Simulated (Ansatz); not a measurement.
**Geometry relaxation of CH11NOSi2 (part 1 of 2)**

CH11NOSi2, computed with RKS revPBE/6-31G* (Ansatz 0.2.0).

It belongs to a series of runs on one base structure; here: end point B relaxed. Figures and captions count atoms from 1; the log counts them from 0 in places.

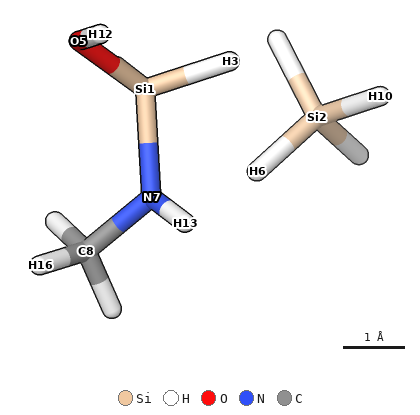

The structure as given in the input (stick view, seen at a tilt; atoms are numbered from 1 in the order of the input). Bond lengths as drawn: C–H 1.10 to 1.11 Å, C–N 1.47 Å, H–N 1.02 Å, H–O 0.98 Å, H–Si 1.45 to 1.50 Å, N–Si 1.79 Å and O–Si 1.69 Å.

Results in brief

| quantity | value |
| --- | --- |
| outcome | converged |
| total energy | −20503.4540 eV |
| mean-field energy | −20503.4540 eV |
| largest force (length of the vector) at the end | 0.011 eV/Å |
| hardware | 2 threads of Intel Xeon (Sapphire Rapids), 16 GiB of memory available, shared host |
| wall time | 54 s (CPU time 1.7 min) |
| peak memory | 0.18 GiB |

Input
```yaml
crystal:
  periodic: [false, false, false]
  atoms:
    - { symbol: Si, position_ang: [-0.254027, 0.902197, -0.860678] }
    - { symbol: Si, position_ang: [0.132392, -2.60512, -0.728359] }
    - { symbol: H, position_ang: [0.648579, 0.107862, -1.761839] }
    - { symbol: H, position_ang: [-1.647233, 0.38963, -0.734235] }
    - { symbol: O, position_ang: [-0.463734, 2.441903, -1.535258] }
    - { symbol: H, position_ang: [0.287145, -1.536967, 0.242519] }
    - { symbol: "N", position_ang: [0.474936, 0.727401, 0.762412] }
    - { symbol: C, position_ang: [-0.171797, 1.170463, 2.003968] }
    - { symbol: H, position_ang: [-1.058292, -2.348918, -1.605864] }
    - { symbol: H, position_ang: [1.355954, -2.695327, -1.596735] }
    - { symbol: H, position_ang: [-0.060893, -3.935658, -0.052233] }
    - { symbol: H, position_ang: [0.348608, 2.779332, -1.963725] }
    - { symbol: H, position_ang: [1.494702, 0.783765, 0.807609] }
    - { symbol: H, position_ang: [0.170188, 0.556745, 2.859133] }
    - { symbol: H, position_ang: [-1.262016, 1.026183, 1.910239] }
    - { symbol: H, position_ang: [0.005588, 2.236512, 2.253149] }
basis:
  gaussian: { orbitals: "6-31G*" }
hamiltonian:
  xc: revpbe
relax:
  f_tol: 0.03
  max_steps: 50
output:
  orbitals: {}
```

Launched with:
```bash
ansatz run input.yaml --threads 2 --pin off --max-ram 3072MiB --backend cpu --events-out ev --progress --plain --runs-dir out
```

The program's output
```
The last accepted step is kept in [file] (removed where the run ends without a failure and the disk answers)
Engine: ansatz 0.2.0, x86_64-unknown-linux-gnu
Functional definition: revPBE
  parameter kappa = 1.245
  parameter beta = 0.06672455060314922
  exchange = pbe_x(kappa = kappa, mu = beta*pi^2/3)
  correlation = pbe_c(beta = beta)
1394 factors; their error is unknown
mean field evaluation 1: about -20491.7472 eV, gradient 7.5e1 eV
mean field evaluation 2: about -20451.3896 eV, gradient 1.5e2 eV
mean field evaluation 4: about -20503.0585 eV, gradient 8.8e0 eV
mean field evaluation 8: about -20503.2223 eV, gradient 2.4e-1 eV
mean field evaluation 16: about -20503.1169 eV, gradient 1.6e-4 eV
mean field -20503.11690018 eV, -753.4756485698 hartree, gradient 2.7e-5 eV, S^2 0.000000; 0 other end points of the search recorded, 0 dependent functions left out
the calculation of the forces begins
reference -20503.11695282 eV, -753.4756505045 hartree; 30, 30 occupied and 75, 75 virtual orbitals, 1394 factors
relax step   1: F+E_penalty+E_count = -20503.11690018 eV  Δ(F+E_penalty+E_count) = +0.000e0 eV  max|allowed force component| = 1.046e0 eV/Å  Δτ_max = 0.0000 Å  (27 SCF iters, accepted)
these checks for a lower state are left out or cut short: starts, cluster_reference, orbital_swaps, neighbouring_geometries, increment
1394 factors; their error is unknown
mean field -20503.29047855 eV, -753.4820274574 hartree, gradient 8.1e-6 eV, S^2 0.000000; 0 other end points of the search recorded, 0 dependent functions left out
[... from here on the field's lines of each further geometry are left out, up to the last ...]
relax step   2: F+E_penalty+E_count = -20503.29047855 eV  Δ(F+E_penalty+E_count) = -1.736e-1 eV  max|allowed force component| = 5.437e-1 eV/Å  Δτ_max = 0.1948 Å  (30 SCF iters, accepted)
relax step   3: F+E_penalty+E_count = -20503.36459168 eV  Δ(F+E_penalty+E_count) = -7.411e-2 eV  max|allowed force component| = 1.779e-1 eV/Å  Δτ_max = 0.1859 Å  (31 SCF iters, accepted)
relax step   4: F+E_penalty+E_count = -20503.40149216 eV  Δ(F+E_penalty+E_count) = -3.690e-2 eV  max|allowed force component| = 1.372e-1 eV/Å  Δτ_max = 0.2000 Å  (29 SCF iters, accepted)
relax step   5: F+E_penalty+E_count = -20503.34539037 eV  Δ(F+E_penalty+E_count) = +5.610e-2 eV  max|allowed force component| = 1.092e0 eV/Å  Δτ_max = 0.1952 Å  (29 SCF iters, rejected (line search))
relax step   6: F+E_penalty+E_count = -20503.41224582 eV  Δ(F+E_penalty+E_count) = -1.075e-2 eV  max|allowed force component| = 8.340e-2 eV/Å  Δτ_max = 0.0930 Å  (28 SCF iters, accepted)
relax step   7: F+E_penalty+E_count = -20503.41771032 eV  Δ(F+E_penalty+E_count) = -5.464e-3 eV  max|allowed force component| = 3.369e-1 eV/Å  Δτ_max = 0.0984 Å  (30 SCF iters, accepted)
relax step   8: F+E_penalty+E_count = -20503.42510963 eV  Δ(F+E_penalty+E_count) = -7.399e-3 eV  max|allowed force component| = 1.440e-1 eV/Å  Δτ_max = 0.1190 Å  (29 SCF iters, accepted)
relax step   9: F+E_penalty+E_count = -20503.42864788 eV  Δ(F+E_penalty+E_count) = -3.538e-3 eV  max|allowed force component| = 7.834e-2 eV/Å  Δτ_max = 0.1471 Å  (28 SCF iters, accepted)
relax step  10: F+E_penalty+E_count = -20503.42933850 eV  Δ(F+E_penalty+E_count) = -6.906e-4 eV  max|allowed force component| = 4.648e-2 eV/Å  Δτ_max = 0.0675 Å  (31 SCF iters, accepted)
relax step  11: F+E_penalty+E_count = -20503.42989646 eV  Δ(F+E_penalty+E_count) = -5.580e-4 eV  max|allowed force component| = 4.099e-2 eV/Å  Δτ_max = 0.0355 Å  (31 SCF iters, accepted)
relax step  12: F+E_penalty+E_count = -20503.43010418 eV  Δ(F+E_penalty+E_count) = -2.077e-4 eV  max|allowed force component| = 2.250e-2 eV/Å  Δτ_max = 0.0234 Å  (30 SCF iters, accepted)
relax step  13: F+E_penalty+E_count = -20503.43038893 eV  Δ(F+E_penalty+E_count) = -2.848e-4 eV  max|allowed force component| = 2.340e-2 eV/Å  Δτ_max = 0.0485 Å  (29 SCF iters, accepted)
relax step  14: F+E_penalty+E_count = -20503.43068199 eV  Δ(F+E_penalty+E_count) = -2.931e-4 eV  max|allowed force component| = 4.413e-2 eV/Å  Δτ_max = 0.0610 Å  (30 SCF iters, accepted)
relax step  15: F+E_penalty+E_count = -20503.43098033 eV  Δ(F+E_penalty+E_count) = -2.983e-4 eV  max|allowed force component| = 5.328e-2 eV/Å  Δτ_max = 0.0368 Å  (30 SCF iters, accepted)
relax step  16: F+E_penalty+E_count = -20503.43147235 eV  Δ(F+E_penalty+E_count) = -4.920e-4 eV  max|allowed force component| = 7.182e-2 eV/Å  Δτ_max = 0.0552 Å  (28 SCF iters, accepted)
relax step  17: F+E_penalty+E_count = -20503.43202350 eV  Δ(F+E_penalty+E_count) = -5.511e-4 eV  max|allowed force component| = 7.555e-2 eV/Å  Δτ_max = 0.0362 Å  (29 SCF iters, accepted)
relax step  18: F+E_penalty+E_count = -20503.43283184 eV  Δ(F+E_penalty+E_count) = -8.083e-4 eV  max|allowed force component| = 1.427e-1 eV/Å  Δτ_max = 0.1426 Å  (30 SCF iters, accepted)
relax step  19: F+E_penalty+E_count = -20503.43390492 eV  Δ(F+E_penalty+E_count) = -1.073e-3 eV  max|allowed force component| = 1.079e-1 eV/Å  Δτ_max = 0.0214 Å  (32 SCF iters, accepted)
relax step  20: F+E_penalty+E_count = -20503.43562343 eV  Δ(F+E_penalty+E_count) = -1.719e-3 eV  max|allowed force component| = 8.332e-2 eV/Å  Δτ_max = 0.0365 Å  (32 SCF iters, accepted)
relax step  21: F+E_penalty+E_count = -20503.43945611 eV  Δ(F+E_penalty+E_count) = -3.833e-3 eV  max|allowed force component| = 8.643e-2 eV/Å  Δτ_max = 0.1864 Å  (28 SCF iters, accepted)
relax step  22: F+E_penalty+E_count = -20503.44114072 eV  Δ(F+E_penalty+E_count) = -1.685e-3 eV  max|allowed force component| = 1.674e-1 eV/Å  Δτ_max = 0.1981 Å  (30 SCF iters, accepted)
relax step  23: F+E_penalty+E_count = -20503.44430338 eV  Δ(F+E_penalty+E_count) = -3.163e-3 eV  max|allowed force component| = 7.744e-2 eV/Å  Δτ_max = 0.0190 Å  (33 SCF iters, accepted)
relax step  24: F+E_penalty+E_count = -20503.44659143 eV  Δ(F+E_penalty+E_count) = -2.288e-3 eV  max|allowed force component| = 3.489e-2 eV/Å  Δτ_max = 0.0729 Å  (33 SCF iters, accepted)
relax step  25: F+E_penalty+E_count = -20503.45007283 eV  Δ(F+E_penalty+E_count) = -3.481e-3 eV  max|allowed force component| = 6.705e-2 eV/Å  Δτ_max = 0.1959 Å  (28 SCF iters, accepted)
relax step  26: F+E_penalty+E_count = -20503.45161539 eV  Δ(F+E_penalty+E_count) = -1.543e-3 eV  max|allowed force component| = 1.360e-1 eV/Å  Δτ_max = 0.1973 Å  (30 SCF iters, accepted)
relax step  27: F+E_penalty+E_count = -20503.45288781 eV  Δ(F+E_penalty+E_count) = -1.272e-3 eV  max|allowed force component| = 5.948e-2 eV/Å  Δτ_max = 0.0125 Å  (31 SCF iters, accepted)
relax step  28: F+E_penalty+E_count = -20503.45322255 eV  Δ(F+E_penalty+E_count) = -3.347e-4 eV  max|allowed force component| = 5.787e-2 eV/Å  Δτ_max = 0.0218 Å  (30 SCF iters, accepted)
relax step  29: F+E_penalty+E_count = -20503.45382553 eV  Δ(F+E_penalty+E_count) = -6.030e-4 eV  max|allowed force component| = 8.314e-3 eV/Å  Δτ_max = 0.0472 Å  (29 SCF iters, accepted)
the calculation of the forces begins
reference -20503.45403568 eV, -753.4880380709 hartree; 30, 30 occupied and 75, 75 virtual orbitals, 1394 factors
relax step  30: F+E_penalty+E_count = -20503.45397847 eV  Δ(F+E_penalty+E_count) = -1.529e-4 eV  max|allowed force component| = 8.142e-3 eV/Å  Δτ_max = 0.0304 Å  (31 SCF iters, accepted)
1394 factors; their error is unknown
mean field evaluation 224: about -20491.9621 eV, gradient 7.6e1 eV
```

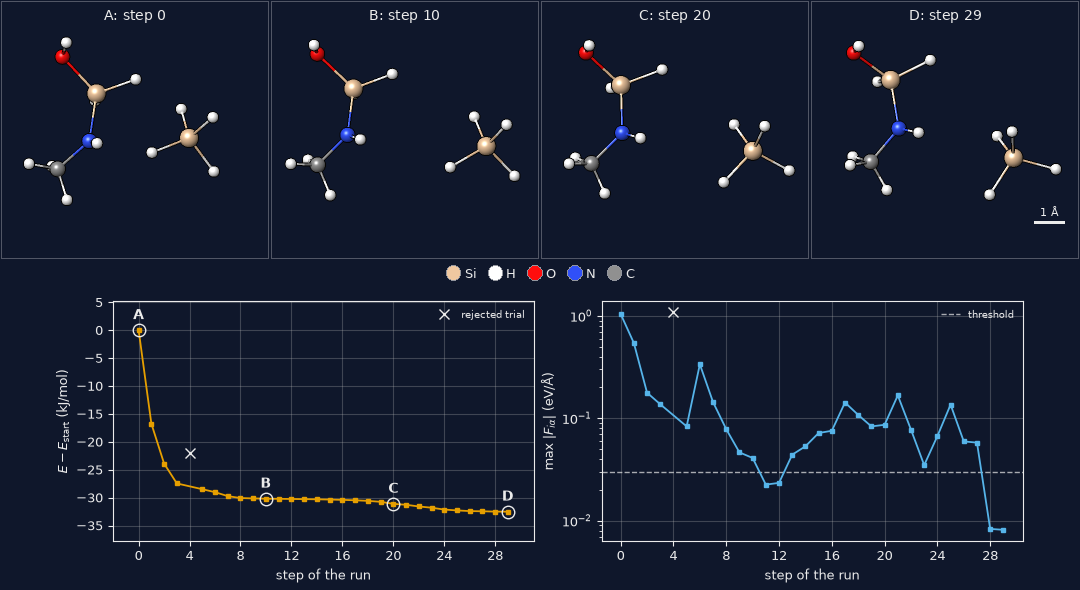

Frames of the relaxation (ball-and-stick view, seen at a tilt) above the curves, on which the letters mark them (the first geometry is step 0 here and step 1 in the log).

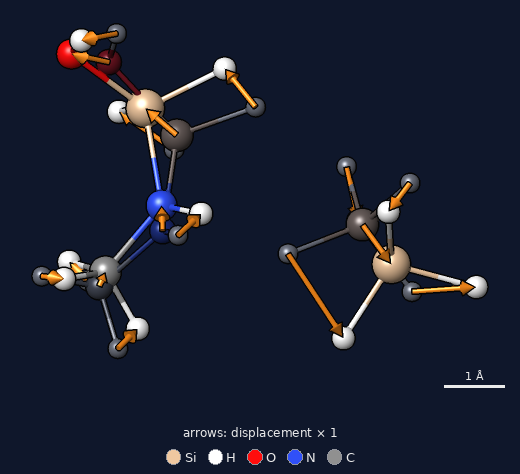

Start (faint) and end (solid) with the displacements as orange arrows, at true length (ball-and-stick view, seen at a tilt). The two geometries are laid on each other by the best rigid fit. H6 moves most after the best rigid fit: 1.72 Å. Largest moves by element: H 1.72 Å, Si 0.83 Å, O 0.77 Å, N 0.50 Å, C 0.27 Å. Distances before and after: Si2–H6 1.452 → 1.500 Å, Si1–N7 1.788 → 1.742 Å, Si1–H4 1.490 → 1.494 Å. Among the angles that change: H4–Si1–N7 105.7° → 108.0°, H3–Si1–O5 108.4° → 110.6°, H6–Si2–H11 111.3° → 109.2°. The energy falls by 32.5 kJ/mol in 29 geometry steps. The largest force component goes from 1 to 0.0081 eV/Å. The line search rejected the trial step at point 4 (counted from 0) and went back. (Atoms are counted from 1 in the order of the input.)

```
mean field -20503.45397847 eV, -753.4880359685 hartree, gradient 3.5e-5 eV, S^2 0.000000; 1 other end points of the search recorded, 0 dependent functions left out
the calculation of the forces begins
reference -20503.45403568 eV, -753.4880380709 hartree; 30, 30 occupied and 75, 75 virtual orbitals, 1394 factors
Total energy: -20503.45403568 eV, -753.4880380709 hartree
Atom 0 at    -0.489337     1.554611    -1.033534 Å, force     0.008034     0.000269     0.008053 eV/Å
Atom 1 at     0.296138    -3.273003    -0.381111 Å, force    -0.002062    -0.000164    -0.003397 eV/Å
Atom 2 at     0.060483     0.738883    -2.171891 Å, force    -0.002117     0.001472    -0.000540 eV/Å
Atom 3 at    -1.974830     1.484058    -0.891814 Å, force    -0.000338    -0.001089     0.000071 eV/Å
Atom 4 at    -0.244404     3.207352    -1.310602 Å, force    -0.004983    -0.001193     0.000345 eV/Å
Atom 5 at     0.379883    -3.011268     1.093380 Å, force    -0.003285    -0.000827     0.001604 eV/Å
Atom 6 at     0.220501     0.816001     0.375531 Å, force    -0.004747     0.002012    -0.004395 eV/Å
Atom 7 at    -0.140159     1.123762     1.764971 Å, force     0.008142     0.001545    -0.001962 eV/Å
Atom 8 at    -1.045716    -2.854046    -0.898510 Å, force     0.001456     0.000878     0.001399 eV/Å
Atom 9 at     1.376090    -2.505905    -1.084710 Å, force     0.003260     0.000277    -0.003044 eV/Å
Atom 10 at     0.494195    -4.739125    -0.633754 Å, force     0.001162    -0.001019     0.004040 eV/Å
Atom 11 at     0.679886     3.439165    -1.525198 Å, force     0.002964    -0.001775     0.001236 eV/Å
Atom 12 at     1.155446     0.415545     0.279917 Å, force    -0.007750     0.001136     0.002146 eV/Å
Atom 13 at    -0.047026     0.225333     2.403263 Å, force     0.000618     0.002756    -0.004727 eV/Å
Atom 14 at    -1.194690     1.447059     1.800576 Å, force     0.002428    -0.002764    -0.003674 eV/Å
Atom 15 at     0.473640     1.931581     2.213590 Å, force    -0.002781    -0.001514     0.002846 eV/Å
Dipole moment:     0.440798    -0.051839     0.181768 e Å
```

Trajectory as extended XYZ (Å, eV, eV/Å), 14 of the 30 frames kept, from step=1 to step=30
```
16
Properties=species:S:1:pos:R:3:forces:R:3 step=1 energy=-20503.11690
Si   -0.2540    0.9022   -0.8607    0.3160   0.2035   0.8948
Si    0.1324   -2.6051   -0.7284   -0.0620  -1.0460  -0.6398
H     0.6486    0.1079   -1.7618   -0.0057   0.0165   0.0130
H    -1.6472    0.3896   -0.7342   -0.0236  -0.0010  -0.0148
O    -0.4637    2.4419   -1.5353    0.0938  -0.0253  -0.0529
H     0.2871   -1.5370    0.2425    0.0673   0.3619   0.5733
N     0.4749    0.7274    0.7624   -0.3333   0.4725  -0.8067
C    -0.1718    1.1705    2.0040   -0.0151  -0.0164  -0.0412
H    -1.0583   -2.3489   -1.6059    0.0046  -0.0036   0.0010
H     1.3560   -2.6953   -1.5967   -0.0047  -0.0015   0.0040
H    -0.0609   -3.9357   -0.0522    0.0003   0.0035  -0.0006
H     0.3486    2.7793   -1.9637   -0.0698   0.0336   0.0577
H     1.4947    0.7838    0.8076    0.0308  -0.0214   0.0065
H     0.1702    0.5567    2.8591    0.0014   0.0004  -0.0045
H    -1.2620    1.0262    1.9102   -0.0023   0.0077   0.0091
H     0.0056    2.2365    2.2531    0.0024   0.0156   0.0010
16
Properties=species:S:1:pos:R:3:forces:R:3 step=3 energy=-20503.36459
Si   -0.2537    1.0999   -0.8304    0.1245  -0.1306   0.1779
Si    0.1396   -2.9695   -0.7884   -0.0134   0.1477   0.0083
H     0.6449    0.2854   -1.7216    0.0100   0.0293  -0.0036
H    -1.6401    0.5586   -0.7092   -0.0168   0.0546   0.0070
O    -0.4792    2.6201   -1.5378   -0.0135   0.0220  -0.0086
H     0.2907   -1.9153    0.2647    0.0061  -0.0589  -0.0126
N     0.4789    0.9554    0.7494   -0.0610   0.1116  -0.1370
C    -0.1782    1.2840    2.0216    0.0750  -0.0345  -0.0075
H    -1.0477   -2.6354   -1.6467    0.0287  -0.0765   0.0248
H     1.3733   -2.9853   -1.6456   -0.0224  -0.0765   0.0226
H    -0.0606   -4.2945   -0.1196    0.0058  -0.0967  -0.0535
H     0.3405    2.9753   -1.9326   -0.0100   0.0545   0.0148
H     1.5014    0.9544    0.8032   -0.1102  -0.0009   0.0245
H     0.1771    0.6129    2.8297   -0.0105   0.0624  -0.0536
H    -1.2649    1.1200    1.9168    0.0156   0.0320  -0.0098
H    -0.0218    2.3341    2.3466   -0.0081  -0.0394   0.0063
16
Properties=species:S:1:pos:R:3:forces:R:3 step=5 energy=-20503.34539 accepted=F
Si   -0.2776    1.2204   -0.8122    0.7372   0.0657  -0.2937
Si    0.1580   -3.2599   -0.8247   -0.0025   0.0493  -0.0152
H     0.6649    0.4138   -1.6578   -0.0382  -0.1415  -0.0974
H    -1.6656    0.6688   -0.7303    0.0331   0.1393   0.0334
O    -0.4736    2.7161   -1.5709   -0.8277  -0.0318   0.1831
H     0.3089   -2.2466    0.2670    0.0056  -0.0139   0.0221
N     0.4780    1.0988    0.7501   -1.0915  -0.0264  -0.1112
C    -0.1809    1.4002    2.0251    0.4200   0.2969   0.1729
H    -1.0246   -2.8992   -1.6744    0.0040  -0.0334   0.0049
H     1.3955   -3.2621   -1.6738   -0.0056  -0.0295   0.0068
H    -0.0463   -4.6186   -0.2218    0.0022  -0.0145  -0.0197
H     0.2629    3.3017   -1.7973    0.3999  -0.1228   0.0744
H     1.4832    1.0197    0.7967    0.4359  -0.0243   0.0867
H     0.1299    0.6859    2.8114   -0.0074   0.0030   0.0006
H    -1.2793    1.3346    1.9397    0.0501  -0.0444  -0.1966
H     0.0668    2.4263    2.3734   -0.1152  -0.0718   0.1488
```
